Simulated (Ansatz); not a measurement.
```yaml
atoms:
  - { symbol: C, position_ang: [-0.2733, 0.4618, 0.5951] }
  - { symbol: B, position_ang: [-0.9161, 1.6483, -0.1323] }
  - { symbol: N, position_ang: [-1.9148, 1.4431, -1.0940] }
  - { symbol: H, position_ang: [-0.5512, -0.5803, 0.4085] }
  - { symbol: H, position_ang: [0.5063, 0.5848, 1.3488] }
  - { symbol: H, position_ang: [-2.3606, 2.1998, -1.5931] }
  - { symbol: H, position_ang: [-0.5888, 2.7851, 0.0950] }
  - { symbol: H, position_ang: [-2.2580, 0.5276, -1.3550] }
```

Geometry: PBE0-D3(BJ)/pcseg-1.

Theory: isolated molecule in a Gaussian basis; Kohn-Sham density functional theory, functional PBE0 (Ansatz).

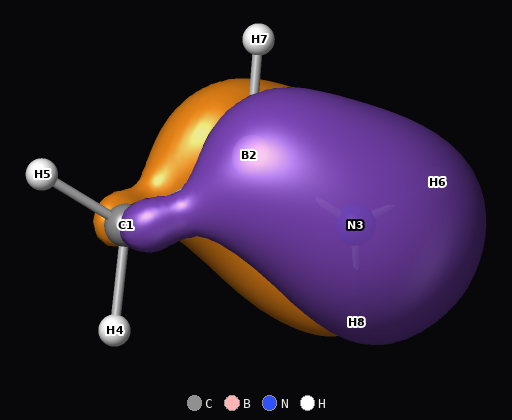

CH5BN (SMILES [CH2]BN) (doublet). The HOMO (β) at ±0.1 Å⁻³ᐟ² (orange and purple are the two phases), seen at a tilt.

### Where does this orbital lie, and at what energy?

Its weight (Hirshfeld) is mainly on N3 (about 65 %) and B2 (about 20 %); it changes sign across the molecular plane (π type); π-bonding across B2–N3. Its energy is −8.39 eV.
